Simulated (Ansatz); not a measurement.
# BaPbO3 (Pm-3m): from the cell to its phonons

How does BaPbO3 (Pm-3m) vibrate, and is this structure a minimum?

Method: DFT PBEsol, scalar-relativistic, plane waves, PAW; PAW set soft_1, in Ansatz 0.2.0.

## (1) The structure

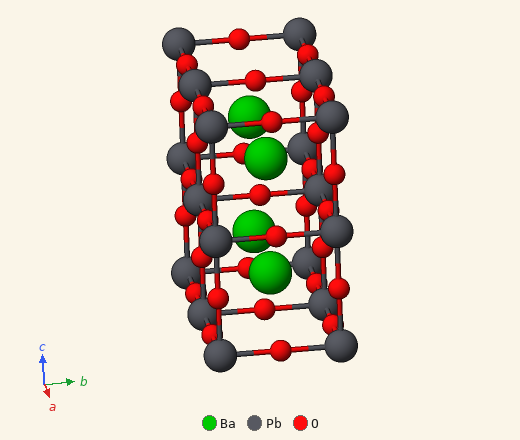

The cell as given, slightly off an axis (barium green, lead dark grey, oxygen red). 2×1×2 cells are drawn. Some periodic images of atoms are drawn too.

## (2) Relaxation

The cell and atoms are relaxed, since residual forces and stress would shift the frequencies.

input.yaml

```yaml
crystal:
  lattice:
    - [4.362221, 0.0, 0.0]
    - [0.0, 4.362221, 0.0]
    - [0.0, 0.0, 4.362221]
  atoms:
    - { symbol: Ba, position: [0.5, 0.5, 0.5] }
    - { symbol: Pb, position: [0.0, 0.0, 0.0] }
    - { symbol: O, position: [0.0, 0.5, 0.0] }
    - { symbol: O, position: [0.0, 0.0, 0.5] }
    - { symbol: O, position: [0.5, 0.0, 0.0] }
kpoints:
  mp_grid: { grid: [8, 8, 8] }
hamiltonian:
  xc: pbesol
  pseudopotentials: { kind: paw, azcp: { folder: soft_1 }, xc_functional: pbe }
scf:
  occupations: { method: gaussian, width: 0.1 }
output:
  forces: true
  stress: true
  eigenvalues: true
  write_density: true
  write_potential: true
  elf: true
  volumetric_format: npy
relax:
  adjacent_minimum: "off"
  f_tol: 0.005
  max_steps: 80
  cell: { stress_tol: 0.05 }
```

Launch:

```bash
$ ansatz run input.yaml --threads 4 --pin off --max-ram 10240MiB --backend cpu --events-out ev --progress --plain --runs-dir out
```

Numbers of over 12 decimals in the logs are rounded to 6 here.

What it wrote:

```text
Engine: ansatz 0.2.0, aarch64-unknown-linux-gnu
Pseudopotentials: kind: paw
Pseudopotential: Ba, paw, valence charge 10, recommended cutoff 420 eV (normal), soft_1/Ba.paw.azcp
Pseudopotential: Pb, paw, valence charge 14, recommended cutoff 420 eV (normal), soft_1/Pb.paw.azcp
Pseudopotential: O, paw, valence charge 6, recommended cutoff 420 eV (normal), soft_1/O.paw.azcp
Functional definition: PBEsol
  exchange = pbesol_x
  correlation = pbesol_c
Crystal: 5 atoms, lattice volume = 83.009 Å³
Basis set: ecut = 420 eV, 1647 PW (Γ), exchange–correlation on 60×60×60 points (8 copies of the dense FFT grid, shifted against one another)
Bands: 26, of which v1, the nominal top of the filled ones, is band 21 counted from 1 (20 counted from 0)
Symmetry: 48 space group operations
Space group: Pm-3m (ITA 221), of the structure as read, at distance tolerance 4.4e-5 Å
k-points: 35 of 512
Non-local potential: Ba, projectors of the file, l = 0: 3, l = 1: 2, l = 2: 2, l = 3: 2
Non-local potential: Pb, projectors of the file, l = 0: 2, l = 1: 2, l = 2: 2, l = 3: 1
Non-local potential: O, projectors of the file, l = 0: 2, l = 1: 2, l = 2: 1
PAW form: soft (Blöchl's): semilocal exchange-correlation on the pseudo side does not see the compensation charge
PAW frozen core: Ba, regenerated for the run's functional, and the local potential with it (the file was generated under x = pbe(κ = 0.804, μ = 0.219515), c = pbe(β = 0.066725))
PAW frozen core: Pb, regenerated for the run's functional, and the local potential with it (the file was generated under x = pbe(κ = 0.804, μ = 0.219515), c = pbe(β = 0.066725))
PAW frozen core: O, regenerated for the run's functional, and the local potential with it (the file was generated under x = pbe(κ = 0.804, μ = 0.219515), c = pbe(β = 0.066725))
PAW one-centre angular grid: Ba, 194 points (default); XC on 64 Gauss nodes
PAW one-centre angular grid: Pb, 590 points (default); XC on 64 Gauss nodes
PAW one-centre angular grid: O, 110 points (default); XC on 64 Gauss nodes
Initial density: superposition of atomic densities (chi_scale 0.1, normalization cell, long waves kept (reshape's long-wave potential 0.00 eV rms))
Initial wavefunctions: pseudopotential atomic-orbital guess
Functional: x = pbesol(κ = 0.804, μ = 0.123457), c = pbesol(β = 0.046)
SCF iter   1: F=—  HF=-19304.930044 eV  |F-HF|=—  |Δ(HF+E_count)|=         —  Δρ=5.78e-2  dr2=3.83e0  ethr=3.10e-3  ⟨swp⟩=11.4  Hψ=6253  notcnv=0
preconditioner: auto → Resta (q_TF=auto, 2.435 Å⁻¹)  ε∞=4.7  [insulator: Δε(μ)=0.116 eV  Ē_g=13.322 eV  σ=0.100 eV  W_gap=0.53  n_scr=18 (ndim 8)  ℏωp=25.8 eV  f_vac=0.000  D(μ)=0.58/eV (n_scr^D=0)  ε∞_Penn≈4.7]
SCF iter   2: F=—  HF=-19303.969582 eV  |F-HF|=—  |Δ(HF+E_count)|=   9.60e-1  Δρ=3.10e-2  dr2=1.32e0  ethr=3.10e-3  ⟨swp⟩=4.0  Hψ=1943  notcnv=0  defer=31
SCF iter   3: F=—  HF=-19303.456796 eV  |F-HF|=—  |Δ(HF+E_count)|=   5.13e-1  Δρ=8.36e-3  dr2=9.62e-2  ethr=3.10e-3  ⟨swp⟩=4.2  Hψ=1673  notcnv=0  defer=32
SCF iter   4: F=—  HF=-19303.423649 eV  |F-HF|=—  |Δ(HF+E_count)|=   3.31e-2  Δρ=2.12e-3  dr2=3.09e-3  ethr=2.29e-4  ⟨swp⟩=4.1  Hψ=2045  notcnv=0  defer=31
SCF iter   5: F=—  HF=-19303.423776 eV  |F-HF|=—  |Δ(HF+E_count)|=   1.27e-4  Δρ=4.53e-4  dr2=1.47e-4  ethr=7.35e-6  ⟨swp⟩=2.4  Hψ=1532  notcnv=0  defer=31
SCF iter   6: F=—  HF=-19303.423765 eV  |F-HF|=—  |Δ(HF+E_count)|=   1.12e-5  Δρ=7.78e-5  dr2=5.19e-6  ethr=3.50e-7  ⟨swp⟩=2.3  Hψ=1612  notcnv=0  defer=31
SCF iter   7: F=—  HF=-19303.423548 eV  |F-HF|=—  |Δ(HF+E_count)|=   2.16e-4  Δρ=2.06e-5  dr2=2.94e-7  ethr=1.23e-8  ⟨swp⟩=2.0  Hψ=1535  notcnv=0  defer=31
SCF iter   8: F=-19303.423549 eV  HF=-19303.423549 eV  |F-HF|=2.41e-8  |Δ(HF+E_count)|=   2.11e-7  Δρ=5.76e-6  dr2=3.00e-8  ethr=2.38e-10  ⟨swp⟩=20.9  Hψ=9147  notcnv=0
SCF 1 converged in 8 iterations: F = -19303.423549 eV  dr2 = 3.00e-8
  greatest PAW one-centre occupation: 0.986 electrons in one spin orbital (limit 2), on the Pb atom at site 1 (counted from 0), in its partial waves of l = 2
relax step   1: F+E_penalty+E_count = -19303.42354873 eV  Δ(F+E_penalty+E_count) = +0.000e0 eV  max|allowed force component| = 1.657e-29 eV/Å  Δτ_max = 0.0000 Å  P = -5.373 GPa  Ω = 83.009 Å³  (8 SCF iters, dr2 threshold 1.00e-7 eV, accepted)
Crystal: 5 atoms, lattice volume = 77.426 Å³
Basis set: ecut = 420 eV, 1503 PW (Γ), exchange–correlation on 60×60×60 points (8 copies of the dense FFT grid, shifted against one another)
Initial density: handed on by an earlier stage of this run
Initial wavefunctions: those handed on with the density
iter 1 solved again at ethr=8.71e-5 eV; its pass at ethr=3.10e-3 eV (dr2=3.66e-2 eV) is discarded
SCF iter   1: F=—  HF=-19303.515873 eV  |F-HF|=—  |Δ(HF+E_count)|=         —  Δρ=7.51e-3  dr2=3.65e-2  ethr=8.71e-5  ⟨swp⟩=1.7  Hψ=6316  notcnv=0
preconditioner: auto → Resta (q_TF=auto, 2.464 Å⁻¹)  ε∞=4.0  [insulator: Δε(μ)=0.286 eV  Ē_g=15.672 eV  σ=0.100 eV  W_gap=0.67  n_scr=18 (ndim 8)  ℏωp=27.3 eV  f_vac=0.000  D(μ)=0.46/eV (n_scr^D=0)  ε∞_Penn≈4.0]
SCF iter   2: F=—  HF=-19303.508289 eV  |F-HF|=—  |Δ(HF+E_count)|=   7.58e-3  Δρ=3.21e-3  dr2=8.68e-3  ethr=8.69e-5  ⟨swp⟩=2.4  Hψ=1405  notcnv=0
SCF iter   3: F=—  HF=-19303.505693 eV  |F-HF|=—  |Δ(HF+E_count)|=   2.60e-3  Δρ=8.18e-4  dr2=7.69e-4  ethr=2.07e-5  ⟨swp⟩=2.7  Hψ=1520  notcnv=0
SCF iter   4: F=—  HF=-19303.505430 eV  |F-HF|=—  |Δ(HF+E_count)|=   2.63e-4  Δρ=1.36e-4  dr2=1.72e-5  ethr=1.83e-6  ⟨swp⟩=2.5  Hψ=1655  notcnv=0
SCF iter   5: F=—  HF=-19303.505246 eV  |F-HF|=—  |Δ(HF+E_count)|=   1.84e-4  Δρ=1.62e-5  dr2=2.13e-7  ethr=1.19e-9  ⟨swp⟩=14.4  Hψ=9128  notcnv=0
SCF iter   6: F=-19303.505246 eV  HF=-19303.505246 eV  |F-HF|=4.78e-9  |Δ(HF+E_count)|=   7.91e-8  Δρ=4.93e-6  dr2=2.09e-8  ethr=5.07e-10  ⟨swp⟩=8.1  Hψ=6561  notcnv=0
SCF 2 converged in 6 iterations: F = -19303.505246 eV  dr2 = 2.09e-8
  greatest PAW one-centre occupation: 0.987 electrons in one spin orbital (limit 2), on the Pb atom at site 1 (counted from 0), in its partial waves of l = 2
relax step   2: F+E_penalty+E_count = -19303.50524573 eV  Δ(F+E_penalty+E_count) = -8.170e-2 eV  max|allowed force component| = 5.857e-30 eV/Å  Δτ_max = 0.0000 Å  P = +1.868 GPa  Ω = 77.426 Å³  energy of the carried Pulay correction = +1.049e-2 eV  (6 SCF iters, dr2 threshold 5.00e-7 eV, accepted)
Crystal: 5 atoms, lattice volume = 78.793 Å³
Basis set: ecut = 420 eV, 1551 PW (Γ), exchange–correlation on 60×60×60 points (8 copies of the dense FFT grid, shifted against one another)
iter 1 solved again at ethr=5.78e-6 eV; its pass at ethr=3.10e-3 eV (dr2=2.43e-3 eV) is discarded
[...]
SCF iter   3: F=—  HF=-19303.509540 eV  |F-HF|=—  |Δ(HF+E_count)|=   1.42e-4  Δρ=2.00e-4  dr2=4.71e-5  ethr=1.25e-6  ⟨swp⟩=2.5  Hψ=1451  notcnv=0
SCF iter   4: F=—  HF=-19303.509339 eV  |F-HF|=—  |Δ(HF+E_count)|=   2.01e-4  Δρ=3.22e-5  dr2=9.49e-7  ethr=1.12e-7  ⟨swp⟩=2.9  Hψ=1778  notcnv=0
iter 5 did not close the SCF: its close was put off for the readings that it lacked (scf_convergence_deferred on its scf_iter line)
SCF iter   5: F=-19303.509339 eV  HF=-19303.509339 eV  |F-HF|=2.87e-9  |Δ(HF+E_count)|=   2.32e-7  Δρ=3.96e-6  dr2=1.47e-8  ethr=2.26e-9  ⟨swp⟩=2.5  Hψ=1666  notcnv=0
SCF iter   6: F=-19303.509339 eV  HF=-19303.509339 eV  |F-HF|=6.55e-11  |Δ(HF+E_count)|=   3.63e-9  Δρ=1.10e-6  dr2=1.05e-9  ethr=3.50e-11  ⟨swp⟩=10.1  Hψ=7119  notcnv=0
SCF 3 converged in 6 iterations: F = -19303.509339 eV  dr2 = 1.05e-9
relax step   3: F+E_penalty+E_count = -19303.50933894 eV  Δ(F+E_penalty+E_count) = -4.093e-3 eV  max|allowed force component| = 2.649e-30 eV/Å  Δτ_max = 0.0000 Å  P = -0.247 GPa  Ω = 78.793 Å³  energy of the carried Pulay correction = +7.857e-3 eV  (6 SCF iters, dr2 threshold 5.00e-7 eV, accepted)
[...]
relax step   4: F+E_penalty+E_count = -19303.50978839 eV  Δ(F+E_penalty+E_count) = -4.495e-4 eV  max|allowed force component| = 2.044e-30 eV/Å  Δτ_max = 0.0000 Å  P = -0.003 GPa  Ω = 78.626 Å³  energy of the carried Pulay correction = +8.176e-3 eV  (6 SCF iters, dr2 threshold 1.53e-7 eV, accepted)
[...]
relax step   5: F+E_penalty+E_count = -19303.50358898 eV  Δ(F+E_penalty+E_count) = +6.199e-3 eV  max|allowed force component| = 3.050e-30 eV/Å  Δτ_max = 0.0000 Å  P = -0.145 GPa  Ω = 78.626 Å³  stress off target by 1.45e-1 GPa  SCF on the basis re-selected at this cell (its energy is not comparable with the rows above)  (6 SCF iters)
[...]
relax step   6: F+E_penalty+E_count = -19303.50382707 eV  Δ(F+E_penalty+E_count) = -2.381e-4 eV  max|allowed force component| = 2.761e-30 eV/Å  Δτ_max = 0.0000 Å  P = +0.001 GPa  Ω = 78.527 Å³  energy of the carried Pulay correction = +1.935e-4 eV  (6 SCF iters, accepted)
iter 1 solved again at ethr=6.00e-7 eV; its pass at ethr=3.10e-3 eV (dr2=2.52e-4 eV) is discarded
SCF iter   1: F=—  HF=-19303.503934 eV  |F-HF|=—  |Δ(HF+E_count)|=         —  Δρ=4.97e-6  dr2=5.32e-9  ethr=6.00e-7  ⟨swp⟩=3.4  Hψ=8061  notcnv=0
eigensolver tolerance schedule: the retry pair's looser diagonalisation over-reported the residual by 47435.58 of it (diagonalisation noise at an unbounded share of the residual, at the tolerance the schedule requests for it); recorded, not acted on — ethr = c·dr2/N_el stays at c = 1.0e-1
preconditioner: auto → Resta (q_TF=auto, 2.458 Å⁻¹)  ε∞=4.0  [insulator: Δε(μ)=0.205 eV  Ē_g=15.626 eV  σ=0.100 eV  W_gap=0.70  n_scr=18 (ndim 8)  ℏωp=27.2 eV  f_vac=0.000  D(μ)=0.56/eV (n_scr^D=0)  ε∞_Penn≈4.0]
SCF iter   2: F=—  HF=-19303.503751 eV  |F-HF|=—  |Δ(HF+E_count)|=   1.82e-4  Δρ=2.86e-6  dr2=2.24e-9  ethr=1.27e-11  ⟨swp⟩=4.9  Hψ=2871  notcnv=0
SCF iter   3: F=—  HF=-19303.503751 eV  |F-HF|=—  |Δ(HF+E_count)|=  1.46e-11  Δρ=1.68e-6  dr2=6.23e-10  ethr=5.34e-12  ⟨swp⟩=2.3  Hψ=1299  notcnv=0
iter 4 did not close the SCF: its close was put off for the readings that it lacked (scf_convergence_deferred on its scf_iter line)
SCF iter   4: F=-19303.503751 eV  HF=-19303.503751 eV  |F-HF|=7.28e-12  |Δ(HF+E_count)|=  2.55e-10  Δρ=2.72e-7  dr2=1.90e-11  ethr=1.48e-12  ⟨swp⟩=2.2  Hψ=1514  notcnv=0
iter 5 did not close the SCF: its close was put off for the readings that it lacked (scf_convergence_deferred on its scf_iter line)
SCF iter   5: F=-19303.503751 eV  HF=-19303.503751 eV  |F-HF|=7.28e-12  |Δ(HF+E_count)|=  2.55e-11  Δρ=6.15e-8  dr2=2.05e-12  ethr=1.00e-12  ⟨swp⟩=1.1  Hψ=917  notcnv=0
iter 6 did not close the SCF: its close was put off for the readings that it lacked (scf_convergence_deferred on its scf_iter line)
SCF iter   6: F=-19303.503751 eV  HF=-19303.503751 eV  |F-HF|=0.00e0  |Δ(HF+E_count)|=    0.00e0  Δρ=3.63e-8  dr2=5.16e-13  ethr=1.00e-12  ⟨swp⟩=1.1  Hψ=915  notcnv=0
iter 7 did not close the SCF: its close was put off for the readings that it lacked (scf_convergence_deferred on its scf_iter line)
SCF iter   7: F=-19303.503751 eV  HF=-19303.503751 eV  |F-HF|=0.00e0  |Δ(HF+E_count)|=  7.28e-12  Δρ=1.74e-8  dr2=7.66e-14  ethr=1.00e-12  ⟨swp⟩=1.2  Hψ=919  notcnv=0
SCF iter   8: F=-19303.503751 eV  HF=-19303.503751 eV  |F-HF|=7.28e-12  |Δ(HF+E_count)|=  7.28e-12  Δρ=1.12e-8  dr2=3.68e-14  ethr=1.00e-12  ⟨swp⟩=6.1  Hψ=4290  notcnv=0
SCF 7 converged in 8 iterations: F = -19303.503751 eV  dr2 = 3.68e-14
relax step   7: F+E_penalty+E_count = -19303.50375135 eV  Δ(F+E_penalty+E_count) = +7.572e-5 eV  max|allowed force component| = 4.260e-30 eV/Å  Δτ_max = 0.0000 Å  P = -0.001 GPa  Ω = 78.527 Å³  stress off target by 9.66e-4 GPa  SCF on the basis re-selected at this cell (its energy is not comparable with the rows above)  (8 SCF iters)
basis re-selected at this cell: Δ(F+E_penalty+E_count) = +7.572e-5 eV, ΔP = -0.002 GPa vs the last step (what re-selecting the basis moved, of the pressure what is left beyond the Pulay correction that the steps carried, after the strain that the cell walked since its last selection, with what the two solves' SCF thresholds leave and, on support functions, any second-order correction that the steps lacked; it is no m [...]
SCF converged after 8 iterations
Free energy (F): -19303.503751 eV
Harris-Foulkes:  -19303.503751 eV  (|F-HF|=7.28e-12)
Internal energy: -19303.500960 eV  (E = F + TS)
E sigma→0 (E₀):  -19303.502356 eV
Entropy (-TS):   -0.002792 eV (-0.558 meV/atom)
Fermi energy:    9.163778 eV
--- Per-component energies (eV) ---
  E_band       = -15.691351
  E_kinetic    = 958.932658
  E_local      = -2324.216193  (includes V_loc(G=0)·N_el)
  E_nonlocal   = 567.519214
  E_hartree    = 889.262084
  E_xc         = -608.525363
  E_vxc        = -533.883561  (∫ρ·V_xc dr)
  E_paw        = -15836.609333  (= ΣΔE_a)
  E_vpaw       = -462.569877  (= ΣTr[D̂ρ^β])
  E_aug_tail   = 0.002235  (compensation charges beyond the density's cutoff)
  E_ewald      = -2950.185733
  E_core_change = 0.319471  (= ΣΔE_core)
  E_smearing   = -0.002792  (= −TS)
  E_closure    = 0.000000  (closes the sum)
  Σ components = -19303.503751   (vs F -19303.503751, Δ=0.00e0)
--- Forces (eV/Å), atoms counted from 1 ---
  atom   1  Ba    -0.00000000     0.00000000     0.00000000
  atom   2  Pb     0.00000000     0.00000000    -0.00000000
  atom   3  O     -0.00000000    -0.00000000    -0.00000000
  atom   4  O     -0.00000000    -0.00000000    -0.00000000
  atom   5  O      0.00000000     0.00000000     0.00000000
  max |Σ_I F_I| component: 3.42e-30 eV/Å
--- Stress (GPa, compression-positive) ---
       -0.000966      -0.000000       0.000000
       -0.000000      -0.000966       0.000000
        0.000000       0.000000      -0.000966
  P = ⅓ Tr σ = -0.0010 GPa (-0.010 kbar)
--- Band table (eV; the first three rows and the last of 35) ---
  k-point 0: bands = [... 17 lower, 8.1386, 8.1386, 8.5060, 8.5060, 8.5060, 13.7893, 13.7893, 15.4820, ... 1 higher]
  k-point 1: bands = [... 17 lower, 8.1098, 8.1098, 8.4740, 8.4740, 8.9752, 14.0098, 14.0182, 15.7706, ... 1 higher]
  k-point 2: bands = [... 17 lower, 8.0523, 8.0523, 8.3986, 8.3986, 10.2880, 14.5521, 14.6015, 16.2207, ... 1 higher]
  k-point 34: bands = [... 17 lower, 9.0534, 9.0534, 9.1254, 9.1254, 13.8993, 13.8993, 13.8993, 15.8826, ... 1 higher]
--- Relaxed structure (5 steps of the walk, 5 accepted, 2 SCFs on fresh bases) ---
  F+E_penalty+E_count = -19303.50375135 eV   max|allowed force component| = 4.260e-30 eV/Å   (the final SCF, on the basis selected at the relaxed cell)
  cell:  # Å, volume = 78.5273 Å³
    - [4.282264, 0, 0]
    - [0, 4.282264, 0.0]
    - [0, 0.0, 4.282264]
  atoms:
    - { symbol: Ba, position: [0.5, 0.5, 0.5] }
    - { symbol: Pb, position: [0, 0, 0] }
    - { symbol: O, position: [0, 0.5, 0] }
    - { symbol: O, position: [0, 0, 0.5] }
    - { symbol: O, position: [0.5, 0, 0] }
```

It took 11 s on 4 threads of Arm Neoverse V2, shared host; peak memory 0.42 GiB.

The steps of the relaxation:

```csv
step,energy less that of the first step (eV),largest force component (eV/Å),pressure (GPa),volume (Å³)
1,0.0000,0.0000,-5.37,83.01
2,-0.0817,0.0000,1.87,77.43
3,-0.0858,0.0000,-0.25,78.79
4,-0.0862,0.0000,0.00,78.63
5*,-0.0800,0.0000,-0.15,78.63
6,-0.0803,0.0000,0.00,78.53
7*,-0.0802,0.0000,0.00,78.53
```

Relaxation steps marked * repeat the geometry before them on a plane-wave basis chosen anew for their cell, so energy and pressure can jump there.

Forces are held to the 48 operations that the run works with; a distortion that breaks them can't arise in this run.

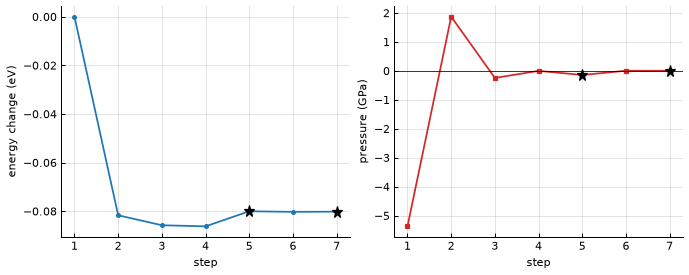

Energy and pressure along the relaxation. Stars mark steps on a basis chosen anew.

```csv
"conventional cell, symmetrised",before,after,change
a (Å),4.362,4.282,-1.8 %
b (Å),4.362,4.282,-1.8 %
c (Å),4.362,4.282,-1.8 %
volume (Å³/atom),16.60,15.71,-5.4 %
```

Numbers from this step:

| Item | Value |
| --- | --- |
| pressure | -9.66e-4 GPa |
| volume per atom | 15.71 Å³ |
| gap on the k-mesh | 0 eV |

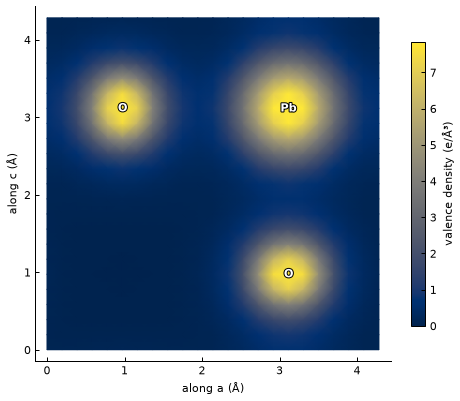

Valence density in the ac plane at fractional y = 1.000, with atoms of Pb and O within 0.2 Å of it. It is the smooth field of the valence electrons, not physical close to the nuclei. The map starts off the cell's origin, so that atoms lie inside it.

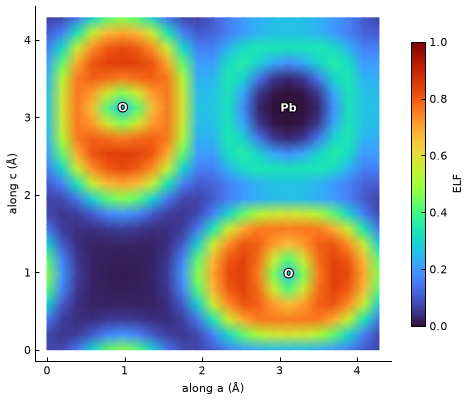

ELF in the ac plane at fractional y = 1.000, with atoms of Pb and O within 0.2 Å of it. It is the smooth field of the valence electrons, not physical close to the nuclei. The map starts off the cell's origin, so that atoms lie inside it.

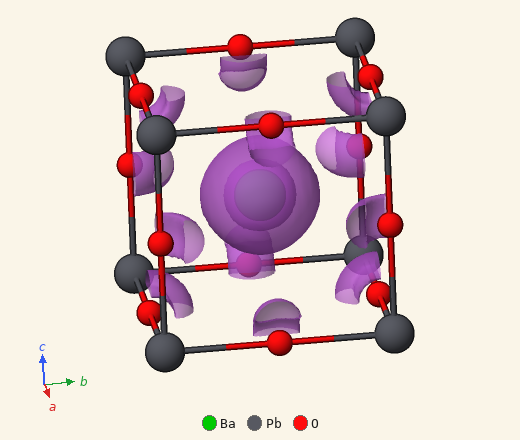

Surface of ELF = 0.8.

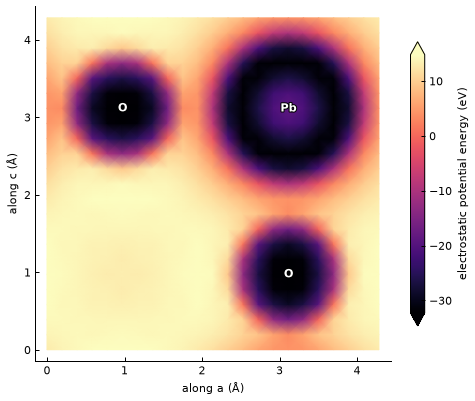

Electrostatic potential energy in the ac plane at fractional y = 1.000, with atoms of Pb and O within 0.2 Å of it. With pseudopotentials it is smooth inside the atoms' cores, unlike the true potential. The map starts off the cell's origin, so that atoms lie inside it.

In this step the volume went from 16.60 to 15.71 Å³/atom.

## (3) Relaxing to small forces for the phonons

Phonons need a cell at rest on their own settings, so the relaxation is repeated with tight tolerances on forces and stress, using the mesh and the filling of the phonon run that follows.

input.yaml, the sections that differ from step 2:

```yaml
crystal:
  lattice:
    - [4.2822643628, 0.0, 0.0]
    - [0.0, 4.2822643628, 0.0]
    - [0.0, 0.0, 4.2822643628]
  atoms:
    - { symbol: Ba, position: [0.5, 0.5, 0.5] }
    - { symbol: Pb, position: [0.0, 0.0, 0.0] }
    - { symbol: O, position: [0.0, 0.5, 0.0] }
    - { symbol: O, position: [0.0, 0.0, 0.5] }
    - { symbol: O, position: [0.5, 0.0, 0.0] }
scf:
  occupations: { method: methfessel_paxton, width: 0.2 }
output:
  forces: true
  stress: true
  eigenvalues: true
relax:
  adjacent_minimum: "off"
  f_tol: 0.001
  max_steps: 60
  cell: { stress_tol: 0.01 }
# kpoints, hamiltonian: as in step 2
```

What it wrote:

```text
[...]
Crystal: 5 atoms, lattice volume = 78.527 Å³
Basis set: ecut = 420 eV, 1551 PW (Γ), exchange–correlation on 60×60×60 points (8 copies of the dense FFT grid, shifted against one another)
Bands: 26, of which v1, the nominal top of the filled ones, is band 21 counted from 1 (20 counted from 0)
Symmetry: 48 space group operations
[...]
k-points: 35 of 512
[...]
--- Relaxed structure (3 steps of the walk, 3 accepted, 1 SCFs on fresh bases) ---
[...]
cell:  # Å, volume = 78.4615 Å³
    - [4.281068, 0, 0]
    - [0, 4.281068, 0]
    - [0, 0, 4.281068]
  atoms:
    - { symbol: Ba, position: [0.500000, 0.500000, 0.500000] }
    - { symbol: Pb, position: [0, 0, 0] }
    - { symbol: O, position: [0, 0.500000, 0] }
    - { symbol: O, position: [0, 0, 0.500000] }
    - { symbol: O, position: [0.500000, 0, 0] }
[key lines of the parts left out:]
SCF converged after 6 iterations
Free energy (F): -19303.498120 eV
Fermi energy:    9.133922 eV
P = ⅓ Tr σ = -0.0030 GPa (-0.030 kbar)
```

The job ended after 5.3 s (4 threads; peak memory 0.41 GiB; 19 s of CPU time).

Little changed from the start: no atom moved by 0.005 Å and no cell edge by 0.1 %.

This step gave:

```
pressure        : -0.003042 GPa
volume per atom : 15.69 Å³
```

The forces vanish by symmetry and the pressure is -0.003 GPa, within the tolerances set. The cell now holds 15.69 Å³/atom.

(Part 1 of 3 ends here.)

[Logs are printed without paths, hosts, clocks, repeated set-up lines and the standing remarks that a program may print on its own settings, such as how far it seeks lower states.]

[Hosts, paths, dates, database ids (printed as entryN), source tags and the programs' standing remarks are cut or masked in the printed files.]
